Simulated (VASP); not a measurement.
# Arsenene and its bilayer

Aim: relax arsenene, place its levels against the vacuum, then find how two sheets stack and bind.

Method: PBE with D3(BJ); plane waves and PAW (As), in the first sound run; inputs show where later runs differ, in VASP 6.6.1.

## Step 1: Starting point

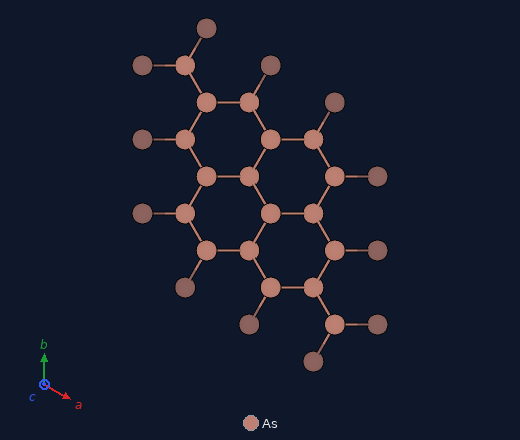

Start, viewed from above; arsenic pink. 3×3×1 cells are drawn. Some periodic images of atoms are drawn too.

The cell holds 2 atoms: 2 As. Its edges and angles: a = 3.610 Å, b = 3.610 Å, c = 22.000 Å, α = 90.0°, β = 90.0°, γ = 120.0°. Vacuum lies along c.

Structure file:

```xyz
2
Lattice="3.6100 0.0000 0.0000 -1.8050 3.1264 0.0000 0.0000 0.0000 22.0000" Properties=species:S:1:pos:R:3
As    0.0000    2.0842   10.3000
As    1.8050    1.0421   11.7000
```

## Step 2: Relaxing the monolayer

The sheet's cell relaxes in its plane with the atoms, while the vacuum is kept.

INCAR reads:

```
SYSTEM = As
PREC = Normal
ENCUT = 350
EDIFF = 1E-06
NELM = 120
ISMEAR = 0
SIGMA = 0.03
LREAL = .FALSE.
ALGO = Normal
GGA = PE
IVDW = 12
NBANDS = 11
LORBIT = 11
LWAVE = .FALSE.
LCHARG = .FALSE.
KPAR = 4
IBRION = 2
NSW = 50
ISIF = 3
EDIFFG = -0.015
POTIM = 0.4
IDIPOL = 3
LDIPOL = .TRUE.
DIPOL = 0.5 0.5 0.5
LATTICE_CONSTRAINTS = .TRUE. .TRUE. .FALSE.
```

POSCAR reads:

```
As
1.0
    3.6100000000      0.0000000000      0.0000000000
   -1.8050000000      3.1263517077      0.0000000000
    0.0000000000      0.0000000000     22.0000000000
As
2
Direct
    0.3333333333      0.6666666667      0.4681818182
    0.6666666667      0.3333333333      0.5318181818
```

KPOINTS reads:

```
Automatic mesh
0
Gamma
12 12 1
0 0 0
```

The projector-augmented-wave data sets are As (PBE family, release 64).

Started as:

```bash
$ mpirun -np 4 vasp_std
```

Log:

```text
[banner, memory and clock lines left out]
running    4 mpi-ranks, on    1 nodes
 distrk:  each k-point on    1 cores,    4 groups
 distr:  one band on    1 cores,    1 groups

 POSCAR found type information on POSCAR As
 POSCAR found :  1 types and       2 ions
 LDA part: xc-table for (Slater+PW92), standard interpolation
 POSCAR, INCAR and KPOINTS ok, starting setup
 FFT: planning ... GRIDC
 FFT: planning ... GRID_SOFT
 FFT: planning ... GRID
 WAVECAR not read
 entering main loop
       N       E                     dE             d eps       ncg     rms          rms(c)
DAV:   1     0.512817910412E+02    0.51282E+02   -0.24000E+03   418   0.430E+02
DAV:   2    -0.495075246011E+01   -0.56233E+02   -0.51318E+02   672   0.891E+01
DAV:   3    -0.935100245706E+01   -0.44002E+01   -0.43877E+01   612   0.334E+01
DAV:   4    -0.939253127829E+01   -0.41529E-01   -0.41505E-01   552   0.363E+00
DAV:   5    -0.939280991355E+01   -0.27864E-03   -0.27863E-03   556   0.299E-01    0.324E+00
DAV:   6    -0.935164208045E+01    0.41168E-01   -0.19736E-02   502   0.736E-01    0.192E+00
DAV:   7    -0.932900673193E+01    0.22635E-01   -0.41054E-02   492   0.106E+00    0.122E-01
DAV:   8    -0.932894994208E+01    0.56790E-04   -0.14465E-03   606   0.199E-01    0.384E-02
DAV:   9    -0.932876915128E+01    0.18079E-03   -0.18718E-04   572   0.751E-02    0.204E-02
DAV:  10    -0.932875220760E+01    0.16944E-04   -0.83898E-05   518   0.376E-02    0.102E-02
DAV:  11    -0.932879014787E+01   -0.37940E-04   -0.16186E-05   565   0.172E-02    0.714E-03
DAV:  12    -0.932895231011E+01   -0.16216E-03   -0.53210E-05   502   0.256E-02    0.331E-03
DAV:  13    -0.932902298196E+01   -0.70672E-04   -0.31640E-06   572   0.846E-03    0.171E-03
DAV:  14    -0.932908338118E+01   -0.60399E-04   -0.15770E-06   554   0.463E-03    0.108E-03
DAV:  15    -0.932909762394E+01   -0.14243E-04   -0.20205E-07   604   0.145E-03    0.300E-04
DAV:  16    -0.932910415447E+01   -0.65305E-05   -0.13732E-07   526   0.112E-03    0.287E-04
DAV:  17    -0.932910637624E+01   -0.22218E-05   -0.47016E-08   446   0.550E-04    0.193E-04
DAV:  18    -0.932910641410E+01   -0.37862E-07   -0.60865E-10   377   0.105E-04
   1 F= -.97435030E+01 E0= -.97435030E+01  d E =-.974350E+01
 curvature:   0.00 expect dE= 0.000E+00 dE for cont linesearch  0.000E+00
 trial: gam= 0.00000 g(F)=  0.350E-03 g(S)=  0.888E-02 ort = 0.000E+00 (trialstep = 0.100E+01)
 search vector abs. value=  0.923E-02
 bond charge predicted
       N       E                     dE             d eps       ncg     rms          rms(c)
DAV:   1    -0.933036817571E+01   -0.12618E-02   -0.24078E-01   444   0.242E+00    0.341E-01
DAV:   2    -0.932695397467E+01    0.34142E-02   -0.66656E-03   465   0.470E-01    0.208E-01
DAV:   3    -0.932514288626E+01    0.18111E-02   -0.54939E-03   498   0.349E-01    0.584E-02
DAV:   4    -0.932513581525E+01    0.70710E-05   -0.87196E-05   477   0.590E-02    0.412E-02
DAV:   5    -0.932513829922E+01   -0.24840E-05   -0.10967E-05   557   0.188E-02    0.576E-03
DAV:   6    -0.932513851627E+01   -0.21706E-06   -0.10301E-06   580   0.473E-03
   2 F= -.97477581E+01 E0= -.97477581E+01  d E =-.425508E-02
[...]
3 F= -.97477956E+01 E0= -.97477956E+01  d E =-.429252E-02
[...]
4 F= -.97483058E+01 E0= -.97483058E+01  d E =-.510190E-03
 trial-energy change:   -0.000510  1 .order   -0.000518   -0.000840   -0.000195
 step:   1.3087(harm=  1.2793)  dis= 0.00490  next Energy=    -9.748338 (dE=-0.542E-03)
 bond charge predicted
       N       E                     dE             d eps       ncg     rms          rms(c)
DAV:   1    -0.932508902393E+01    0.28323E-03   -0.18192E-03   479   0.220E-01    0.210E-02
DAV:   2    -0.932507361501E+01    0.15409E-04   -0.63168E-05   514   0.428E-02    0.122E-02
DAV:   3    -0.932506571078E+01    0.79042E-05   -0.15058E-05   534   0.194E-02    0.360E-03
DAV:   4    -0.932506521596E+01    0.49483E-06   -0.12845E-06   348   0.623E-03
   5 F= -.97483354E+01 E0= -.97483354E+01  d E =-.539880E-03
 curvature:  -0.69 expect dE=-0.159E-06 dE for cont linesearch -0.125E-06
 trial: gam= 0.00000 g(F)=  0.733E-07 g(S)=  0.156E-06 ort =-0.130E-04 (trialstep = 0.105E+01)
 search vector abs. value=  0.229E-06
 reached required accuracy - stopping structural energy minimisation
```

Run time: 11 s. Hardware: 4 MPI ranks of Intel Xeon 6975P-C (Granite Rapids), shared host; peak memory 0.81 GiB; 44 s of CPU time.

The logs omit lines about the potential files and the build; timing stands in the text.

Parts of OUTCAR (step 2):

```text
ion  position               nearest neighbor table
   1  0.333  0.667  0.468-   2 2.51   2 2.51   2 2.51
   2  0.667  0.333  0.532-   1 2.51   1 2.51   1 2.51

  LATTYP: Found a hexagonal cell.
 ALAT       =     3.6100000000
 C/A-ratio  =     6.0941828255

 Subroutine GETGRP returns: Found 12 space group operations
 (whereof 12 operations were pure point group operations)

The static configuration has the point symmetry D_3d.

 Found     19 irreducible k-points:

   k-points           NKPTS =     19   k-points in BZ     NKDIM =     19   number of bands    NBANDS=     11

   dimension x,y,z NGX =    18 NGY =   18 NGZ =  108
   dimension x,y,z NGXF=    36 NGYF=   36 NGZF=  216

   ENCUT  =  350.0 eV  25.72 Ry    5.07 a.u.   5.51  5.51 33.56*2*pi/ulx,y,z

   NELECT =      10.0000    total number of electrons

 k-points in reciprocal lattice and weights: Automatic mesh
   0.00000000  0.00000000  0.00000000       0.007
   0.08333333 -0.00000000  0.00000000       0.042
   0.16666667 -0.00000000  0.00000000       0.042
   0.25000000 -0.00000000  0.00000000       0.042
   0.33333333  0.00000000  0.00000000       0.042
   0.41666667 -0.00000000  0.00000000       0.042
   0.50000000 -0.00000000  0.00000000       0.021
   0.08333333  0.08333333  0.00000000       0.042
   0.16666667  0.08333333  0.00000000       0.083
[...]
0.33333333  0.25000000  0.00000000       0.083
   0.33333333  0.33333333  0.00000000       0.014

 Edisp (eV)   -0.42293

 dipolmoment           0.000000      0.000000      0.000000 electrons x Angstroem

 average (electrostatic) potential at core
       1 -57.8461       2 -57.8461

 E-fermi :  -3.3837

 k-point     1 :       0.0000    0.0000    0.0000
  band No.  band energies     occupation
      1     -17.1927      2.00000
      2     -10.8405      2.00000
      3      -4.2502      2.00000
      4      -3.5176      2.00000
      5      -3.5176      2.00000
      6      -1.5031      0.00000
      7      -0.0278      0.00000
      8      -0.0278      0.00000
      9       1.2036      0.00000
     10       1.4255      0.00000
    ...

 k-point     2 :       0.0833   -0.0000    0.0000
  band No.  band energies     occupation
      1     -17.0983      2.00000
      2     -10.8214      2.00000
      3      -4.4336      2.00000
      4      -4.2012      2.00000
      5      -3.7320      2.00000
      6      -0.9021      0.00000
      7      -0.1302      0.00000
      8       0.1864      0.00000
      9       1.3448      0.00000
     10       1.5385      0.00000
    ...

 k-point     3 :       0.1667   -0.0000    0.0000
  band No.  band energies     occupation
      1     -16.8177      2.00000
      2     -10.8111      2.00000
      3      -5.8015      2.00000
      4      -4.2051      2.00000
      5      -4.0910      2.00000
      6      -1.2918      0.00000
      7       0.5693      0.00000
      8       0.5999      0.00000
      9       1.6884      0.00000
     10       1.8948      0.00000
    ...

 Edisp (eV)   -0.42327

  Total       0.00201     0.00201    -0.00495     0.00000     0.00000     0.00000
  in kB       0.01325     0.01325    -0.03260     0.00000     0.00000     0.00000
  external pressure =       -0.00 kB  Pullay stress =        0.00 kB

  energy-cutoff  :      350.00
  volume of cell :      243.20
      direct lattice vectors                 reciprocal lattice vectors
     3.572753389  0.000000000  0.000000000     0.279896173  0.161598131  0.000000000
    -1.786376694  3.094095196  0.000000000     0.000000000  0.323196261  0.000000000
     0.000000000  0.000000000 22.000000000     0.000000000  0.000000000  0.045454545

 POSITION                                       TOTAL-FORCE (eV/Angst)
 -----------------------------------------------------------------------------------
     -0.00000      2.06273     10.29748        -0.000000      0.000000      0.000974
      1.78638      1.03137     11.70252         0.000000     -0.000000     -0.000974
 -----------------------------------------------------------------------------------
    total drift:                                0.000000      0.000000      0.000000

  FREE ENERGIE OF THE ION-ELECTRON SYSTEM (eV)
  ---------------------------------------------------
  free  energy   TOTEN  =        -9.7483354467 eV

  energy  without entropy=       -9.7483354467  energy(sigma->0) =       -9.74833545

 reached required accuracy - stopping structural energy minimisation

 vacuum level on the upper side and lower side of the slab         1.726         1.726

 total charge
# of ion       s       p       d       tot
------------------------------------------
    1        1.295   1.377   0.043   2.715
    2        1.295   1.377   0.043   2.715
--------------------------------------------------
tot          2.590   2.754   0.086   5.429

[... 3 further parts left out ...]
```

CONTCAR:

```
As
   1.00000000000000
     3.5727533888814418    0.0000000000000000    0.0000000000000000
    -1.7863766944407209    3.0940951962652692    0.0000000000000000
     0.0000000000000000    0.0000000000000000   22.0000000000000000
  As
     2
Direct
     0.3333333332999970    0.6666666667000030    0.4680671378701806
     0.6666666667000030    0.3333333332999970    0.5319328621298195
```

The gap is read on the k-mesh alone, so it is an upper bound where the band edges lie off the mesh. The run keeps the 12 symmetry operations of its start, so it cannot find a distortion of lower symmetry.

The steps of the relaxation:

```
step  energy less that of the first step (eV)  largest force (eV/Å)  pressure (GPa)  volume (Å³)
   1                                   0.0000                0.0674           -0.23       248.29
   2                                  -0.0043                0.1198            0.04       243.72
   3                                  -0.0043                0.1035            0.02       244.10
   4                                  -0.0048                0.0249            0.01       243.42
   5                                  -0.0048                0.0010            0.00       243.20
```

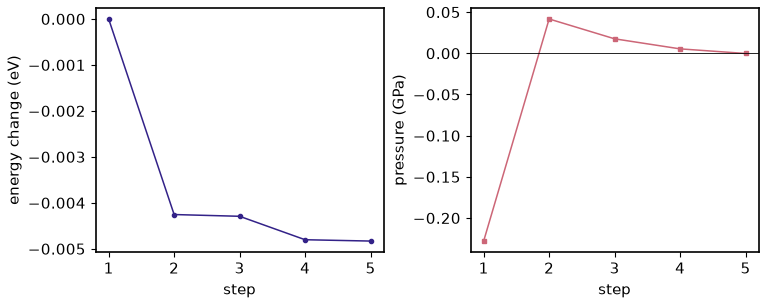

Energy and pressure along the relaxation.

```
cell as run  before  after  change
      a (Å)   3.610  3.573  -1.0 %
      b (Å)   3.610  3.573  -1.0 %
```

The relaxed structure:

```xyz
2
Lattice="3.5728 0.0000 0.0000 -1.7864 3.0941 0.0000 0.0000 0.0000 22.0000" Properties=species:S:1:pos:R:3
As    0.0000    2.0627   10.2975
As    1.7864    1.0314   11.7025
```

This step gave:

| Item | Value |
| --- | --- |
| electronic cycles | 38 |
| electrons | 10 |
| free energy (TOTEN) | -9.748 eV |
| Fermi energy | -3.384 eV |
| metallic | no |
| dipole moment | 0, 0, 0 e·Å |
| gap on the k-mesh | 1.520 eV |
| least direct gap on the k-mesh | 2.014 eV |

The run ended after 5 ionic steps, 0.005 eV below its first step, once forces and stress met EDIFFG = -0.015.

## Step 3: A second relaxation

The plane waves were chosen for the start cell, so the relaxation is repeated from its end.

Edit INCAR of step 2 so:

```diff
@@ -17,3 +17,3 @@
 IBRION = 2
-NSW = 50
+NSW = 30
 ISIF = 3
```

POSCAR reads:

```
As
1.0
    3.5727533889      0.0000000000      0.0000000000
   -1.7863766944      3.0940951963      0.0000000000
    0.0000000000      0.0000000000     22.0000000000
As
2
Direct
    0.3333333333      0.6666666667      0.4680671379
    0.6666666667      0.3333333333      0.5319328621
```

KPOINTS is that of step 2.

Started as:

```bash
$ mpirun -np 4 vasp_std
```

Log:

```text
[... set-up lines as in an earlier step ...]
 entering main loop
       N       E                     dE             d eps       ncg     rms          rms(c)
DAV:   1     0.526281735603E+02    0.52628E+02   -0.23957E+03   418   0.432E+02
DAV:   2    -0.497354356497E+01   -0.57602E+02   -0.51558E+02   700   0.869E+01
DAV:   3    -0.933221694561E+01   -0.43587E+01   -0.43509E+01   550   0.333E+01
DAV:   4    -0.939159485476E+01   -0.59378E-01   -0.59369E-01   586   0.455E+00
DAV:   5    -0.939210296836E+01   -0.50811E-03   -0.50811E-03   586   0.359E-01    0.332E+00
DAV:   6    -0.934864736268E+01    0.43456E-01   -0.21438E-02   484   0.754E-01    0.196E+00
DAV:   7    -0.932489565030E+01    0.23752E-01   -0.44048E-02   497   0.109E+00    0.124E-01
DAV:   8    -0.932479013279E+01    0.10552E-03   -0.13652E-03   571   0.196E-01    0.348E-02
DAV:   9    -0.932460466798E+01    0.18546E-03   -0.15232E-04   631   0.663E-02    0.213E-02
DAV:  10    -0.932456643016E+01    0.38238E-04   -0.14154E-04   497   0.452E-02    0.145E-02
DAV:  11    -0.932460472152E+01   -0.38291E-04   -0.47901E-06   602   0.111E-02    0.838E-03
DAV:  12    -0.932478912902E+01   -0.18441E-03   -0.49062E-05   518   0.262E-02    0.371E-03
DAV:  13    -0.932486231257E+01   -0.73184E-04   -0.43968E-06   564   0.977E-03    0.261E-03
DAV:  14    -0.932492732754E+01   -0.65015E-04   -0.16312E-06   562   0.481E-03    0.798E-04
DAV:  15    -0.932494096809E+01   -0.13641E-04   -0.17049E-07   612   0.140E-03    0.440E-04
DAV:  16    -0.932495078228E+01   -0.98142E-05   -0.27267E-07   534   0.162E-03    0.243E-04
DAV:  17    -0.932495173920E+01   -0.95691E-06   -0.11949E-08   423   0.370E-04
   1 F= -.97482220E+01 E0= -.97482220E+01  d E =-.974822E+01
 curvature:   0.00 expect dE= 0.000E+00 dE for cont linesearch  0.000E+00
 trial: gam= 0.00000 g(F)=  0.498E-07 g(S)=  0.298E-06 ort = 0.000E+00 (trialstep = 0.100E+01)
 search vector abs. value=  0.348E-06
 reached required accuracy - stopping structural energy minimisation
```

Elapsed: 5.4 s, on 4 MPI ranks; peak memory 0.72 GiB; 18 s of CPU time.

From OUTCAR (step 3):

```text
  LATTYP: Found a hexagonal cell.
 ALAT       =     3.5727533889
 C/A-ratio  =     6.1577158021

The static configuration has the point symmetry D_3d.

 Found     19 irreducible k-points:

   dimension x,y,z NGX =    16 NGY =   16 NGZ =  108
   dimension x,y,z NGXF=    32 NGYF=   32 NGZF=  216

   ENCUT  =  350.0 eV  25.72 Ry    5.07 a.u.   5.45  5.45 33.56*2*pi/ulx,y,z

   NELECT =      10.0000    total number of electrons

 E-fermi :  -3.3804

 k-point     1 :       0.0000    0.0000    0.0000
  band No.  band energies     occupation
      1     -17.1903      2.00000
      2     -10.8383      2.00000
      3      -4.2481      2.00000
      4      -3.5151      2.00000
      5      -3.5151      2.00000
      6      -1.5008      0.00000
      7      -0.0252      0.00000
      8      -0.0252      0.00000
      9       1.2199      0.00000
     10       1.4403      0.00000
    ...

 k-point     2 :       0.0833    0.0000    0.0000
  band No.  band energies     occupation
      1     -17.0958      2.00000
      2     -10.8192      2.00000
      3      -4.4311      2.00000
      4      -4.1991      2.00000
      5      -3.7295      2.00000
      6      -0.8997      0.00000
      7      -0.1276      0.00000
      8       0.1889      0.00000
      9       1.3612      0.00000
     10       1.5532      0.00000
    ...

 Edisp (eV)   -0.42327

  Total       0.00278     0.00278    -0.00904     0.00000     0.00000     0.00000
  in kB       0.01830     0.01830    -0.05955     0.00000     0.00000     0.00000
  external pressure =       -0.01 kB  Pullay stress =        0.00 kB

 POSITION                                       TOTAL-FORCE (eV/Angst)
 -----------------------------------------------------------------------------------
     -0.00000      2.06273     10.29748        -0.000000      0.000000      0.000803
      1.78638      1.03137     11.70252         0.000000     -0.000000     -0.000803
 -----------------------------------------------------------------------------------
    total drift:                               -0.000000      0.000000      0.000000

  FREE ENERGIE OF THE ION-ELECTRON SYSTEM (eV)
  ---------------------------------------------------
  free  energy   TOTEN  =        -9.7482219700 eV

  energy  without entropy=       -9.7482219700  energy(sigma->0) =       -9.74822197

 vacuum level on the upper side and lower side of the slab         1.707         1.707

[... 6 parts as in an earlier step ...]

[... 7 further parts left out ...]
```

CONTCAR:

```
As
   1.00000000000000
     3.5727533888999998    0.0000000000000000    0.0000000000000000
    -1.7863766943999999    3.0940951963000001    0.0000000000000000
     0.0000000000000000    0.0000000000000000   22.0000000000000000
  As
     2
Direct
     0.3333333332999970    0.6666666667000030    0.4680671379000003
     0.6666666667000030    0.3333333332999970    0.5319328620999997
```

Little changed from the start: no atom moved by 0.005 Å and no cell edge by 0.1 %.

Numbers from this step:

| Property | Result |
| --- | --- |
| electronic cycles | 17 |
| Fermi energy | -3.380 eV |
| gap on the k-mesh | 1.519 eV |

The start already met the threshold, so nothing moved.

(Part 1 of 5 ends here.)

[Lines on the potential files, build, host, timing and source positions are cut from VASP's logs without a mark.]

[Logs are printed without paths, hosts, clocks, repeated set-up lines and the standing remarks that a program may print on its own settings, such as how far it seeks lower states.]

[Hosts, paths, dates, database ids (printed as entryN), source tags and the programs' standing remarks are cut or masked in the printed files.]

[Runs that stopped without an error message from VASP are left out.]
